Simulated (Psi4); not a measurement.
# GeF2 (SMILES [F][Ge][F]): PBE/def2-TZVPP

What is the energy change on altering one bond length of GeF2 at PBE/def2-TZVPP? 

Program for the calculation: Psi4 1.11.

2 further runs of the same task are left out: 2 set aside as unsound or not needed.

## Step 1: Starting point

The species is GeF2 (3 atoms), meant as a singlet with charge 0. SMILES: `[F][Ge][F]`. The coordinates come from a PBE0-D4/def2-TZVP relaxation.

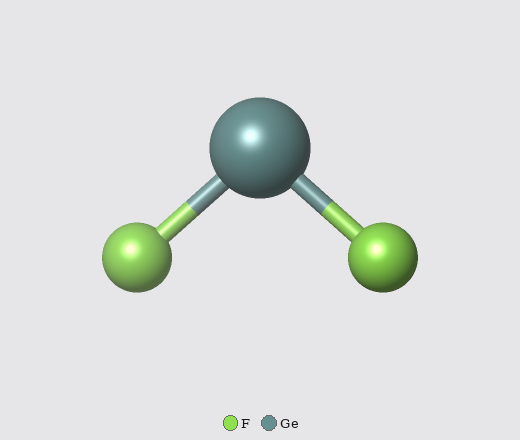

The structure, seen from a chosen angle (fluorine green, germanium teal).

## Step 2: The energy at PBE/def2-TZVPP

job.in

```
memory 1600 mb

molecule {
  F
  Ge 1 1.74478
  F 2 1.744835 1 97.24431
  units angstrom
  symmetry c1
  no_reorient
  no_com
}

set basis def2-TZVPP
set puream true
set e_convergence 1e-09
set d_convergence 1e-08
set scf_type pk
set dft_radial_points 99
set dft_spherical_points 590

E, wfn = energy("pbe", return_wfn=True)
```

Started as:

```sh
$ psi4 -n 1 job.in job.out
```

job.out:

```text
[...]
  Running in c1 symmetry.
[...]
  Nuclear repulsion =  191.062725833726859
[...]
  Multiplicity = 1
[...]
  Nalpha       = 25
  Nbeta        = 25
[...]
    Number of basis functions: 110
[...]
   @RKS iter   1: -2274.96487674813307   -2.00051e+00   2.77142e-02 ADIIS/DIIS
[...]
   @RKS iter  12: -2276.36534978260852   -8.64020e-12   1.73239e-09 DIIS
[...]
    Orbital Energies [Eh]
    ---------------------
    Doubly Occupied:
       1A   -397.112230     2A    -49.214385     3A    -43.829971
       4A    -43.827492     5A    -43.826657     6A    -24.238268
       7A    -24.238253     8A     -6.019856     9A     -4.240232
      10A     -4.234168    11A     -4.230840    12A     -1.156747
      13A     -1.152453    14A     -1.142873    15A     -1.140239
      16A     -1.135667    17A     -1.059487    18A     -1.030412
      19A     -0.497164    20A     -0.401864    21A     -0.374724
      22A     -0.372257    23A     -0.350278    24A     -0.335579
      25A     -0.280643
[...]
  @RKS Final Energy: -2276.36534978260852
   => Energetics <=
    Nuclear Repulsion Energy =            191.0627258337268586
    One-Electron Energy =               -3554.1418960334294752
    Two-Electron Energy =                1186.1934452556563429
    DFT Exchange-Correlation Energy =     -99.4796248385623016
    Empirical Dispersion Energy =           0.0000000000000000
    VV10 Nonlocal Energy =                  0.0000000000000000
    Total Energy =                      -2276.3653497826085186
[...]
 Multipole Moments:
 ------------------------------------------------------------------------------------
     Multipole            Electronic (a.u.)      Nuclear  (a.u.)        Total (a.u.)
 ------------------------------------------------------------------------------------
 L = 1.  Multiply by 2.5417464519 to convert [e a0] to [Debye]
 Dipole X            :         -2.3523852            1.6758812           -0.6765040
 Dipole Y            :         -2.0721075            1.4762835           -0.5958240
 Dipole Z            :         -0.0000000            0.0000000           -0.0000000
 Magnitude           :                                                    0.9014788
[...]
```

Run time: 14 s. Hardware: 1 thread of Intel Xeon Platinum 8488C (Sapphire Rapids), shared host; peak memory 0.55 GiB.

## Step 3: The distorted shape: energy and gradient at PBE/def2-TZVPP

f2ge.xyz

```xyz
3
F2Ge
F     -0.872912    -1.222792    -0.620157
Ge     0.637500    -0.295200     0.320200
F      0.027600     1.332100     0.164100
```

calc.py

```python
import psi4

psi4.set_memory('1600 MB')
psi4.set_num_threads(1)
psi4.core.set_output_file('output.dat', False)

with open('f2ge.xyz') as f:
    atoms = ''.join(f.readlines()[2:])
m = psi4.geometry('0 1\n' + atoms + 'symmetry c1\nno_reorient\nno_com')

psi4.set_options({
    'puream': True,
    'e_convergence': 1e-09,
    'd_convergence': 1e-08,
    'scf_type': 'pk',
    'dft_radial_points': 99,
    'dft_spherical_points': 590,
})

result = psi4.gradient('pbe/def2-TZVPP')
print('gradient / Eh bohr^-1')
print(result.np.round(6))
for k, v in sorted(psi4.core.scalar_variables().items()):
    print(f'{k:45s} {v:18.10f}')
```

Started as:

```sh
$ python calc.py
```

output.dat:

```text
[...]
  Running in c1 symmetry.
[...]
  Nuclear repulsion =  178.498649610098312
[...]
  Multiplicity = 1
[...]
  Nalpha       = 25
  Nbeta        = 25
[...]
    Number of basis functions: 110
[...]
   @RKS iter   1: -2274.97909222429917   -2.20930e+00   2.75094e-02 DIIS/ADIIS
[...]
   @RKS iter  12: -2276.35061459024428   -8.64020e-12   7.84616e-09 DIIS
[...]
    Orbital Energies [Eh]
    ---------------------
    Doubly Occupied:
       1A   -397.135677     2A    -49.236967     3A    -43.852423
       4A    -43.850563     5A    -43.849401     6A    -24.255872
       7A    -24.198874     8A     -6.040009     9A     -4.259944
      10A     -4.254199    11A     -4.251328    12A     -1.173011
      13A     -1.162126    14A     -1.161983    15A     -1.159943
      16A     -1.155344    17A     -1.061077    18A     -0.990918
      19A     -0.497335    20A     -0.382609    21A     -0.378578
      22A     -0.368917    23A     -0.307031    24A     -0.302341
      25A     -0.288208
[...]
  @RKS Final Energy: -2276.35061459024428
   => Energetics <=
    Nuclear Repulsion Energy =            178.4986496100983118
    One-Electron Energy =               -3528.7645300820731791
    Two-Electron Energy =                1173.3256977398082199
    DFT Exchange-Correlation Energy =     -99.4104318580774731
    Empirical Dispersion Energy =           0.0000000000000000
    VV10 Nonlocal Energy =                  0.0000000000000000
    Total Energy =                      -2276.3506145902442768
[...]
 Multipole Moments:
 ------------------------------------------------------------------------------------
     Multipole            Electronic (a.u.)      Nuclear  (a.u.)        Total (a.u.)
 ------------------------------------------------------------------------------------
 L = 1.  Multiply by 2.5417464519 to convert [e a0] to [Debye]
 Dipole X            :        -22.9985440           24.1737394            1.1751954
 Dipole Y            :         15.9606795          -15.9920492           -0.0313697
 Dipole Z            :        -10.9589504           11.6064843            0.6475340
 Magnitude           :                                                    1.3421507
[...]
  -Total Gradient:
     Atom            X                  Y                   Z
    ------   -----------------  -----------------  -----------------
       1       -0.042633979424    -0.025316736083    -0.026446444556
       2        0.040711829355     0.032758947222     0.026212922988
       3        0.001920015659    -0.007262986058     0.000252359121
[...]
```

On the terminal:

```text
gradient / Eh bohr^-1
[[-0.042634 -0.025317 -0.026446]
 [ 0.040712  0.032759  0.026213]
 [ 0.00192  -0.007263  0.000252]]
CURRENT ENERGY                                  -2276.3506145902
CURRENT REFERENCE ENERGY                        -2276.3506145902
DD SOLVATION ENERGY                                 0.0000000000
DFT FUNCTIONAL TOTAL ENERGY                     -2276.3506145902
DFT TOTAL ENERGY                                -2276.3506145902
DFT VV10 ENERGY                                     0.0000000000
DFT XC ENERGY                                     -99.4104318581
GRID ELECTRONS ALPHA                               24.9999986875
GRID ELECTRONS BETA                                24.9999986875
GRID ELECTRONS TOTAL                               49.9999973750
NUCLEAR REPULSION ENERGY                          178.4986496101
ONE-ELECTRON ENERGY                             -3528.7645300821
PCM POLARIZATION ENERGY                             0.0000000000
PE ENERGY                                           0.0000000000
SCF ITERATION ENERGY                            -2276.3506145902
SCF ITERATIONS                                     12.0000000000
SCF TOTAL ENERGY                                -2276.3506145902
TWO-ELECTRON ENERGY                              1173.3256977398
XC GRID RADIAL POINTS                              99.0000000000
XC GRID SPHERICAL POINTS                          590.0000000000
XC GRID TOTAL POINTS                           167459.0000000000
```

Run time: 23 s. Hardware: 1 thread of Intel Xeon Platinum 8488C (Sapphire Rapids), shared host; peak memory 0.55 GiB.

## Step 4: Results

At PBE/def2-TZVPP:

| quantity | value |
| --- | --- |
| first shape: total energy | -2276.36535 Eh |
| first shape: dipole moment | 2.29 D |
| first shape: HOMO energy | -7.64 eV |
| first shape: LUMO energy | -3.34 eV |
| first shape: HOMO–LUMO gap | 4.29 eV |
| distorted shape: total energy | -2276.35061 Eh |
| distorted shape: dipole moment | 3.41 D |
| distorted shape: HOMO energy | -7.84 eV |
| distorted shape: LUMO energy | -3.85 eV |
| distorted shape: HOMO–LUMO gap | 4.00 eV |
| distorted shape: largest force on an atom | 3.006 eV/Å |
| energy change with the F1–Ge2 bond stretched from 1.745 to 2.007 Å | 0.401 eV |

**Reading.** With the F1–Ge2 bond stretched from 1.745 to 2.007 Å the energy rises by 0.40 eV (38.7 kJ/mol). The first shape isn't relaxed at this level, so the change isn't measured from a minimum.
